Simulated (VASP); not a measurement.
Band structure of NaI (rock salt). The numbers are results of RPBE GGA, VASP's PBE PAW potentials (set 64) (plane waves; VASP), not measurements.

Unless said otherwise, spin-orbit coupling is left out, though it shifts the bands of the heavy elements here.

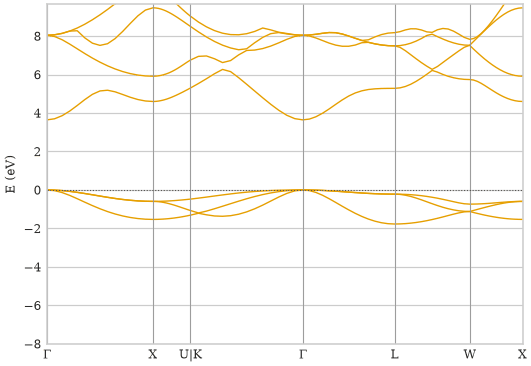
*Bands along high-symmetry lines, zero at the valence-band maximum or, without a gap, the Fermi level*

Task: Read the plot: is there a gap, and where are the band edges?

Result: The gap is direct, 3.64 eV, from the valence maximum at Γ to the conduction minimum at Γ. (Edges off the drawn lines would not show.)

Measured: gap 5.90 eV (computed value off by -2.26 eV), as given by Abedi et al., (2022), arXiv:2211.14644.

The compound is NaI in the rock salt structure. It was relaxed first, which changed the volume by +11 %.
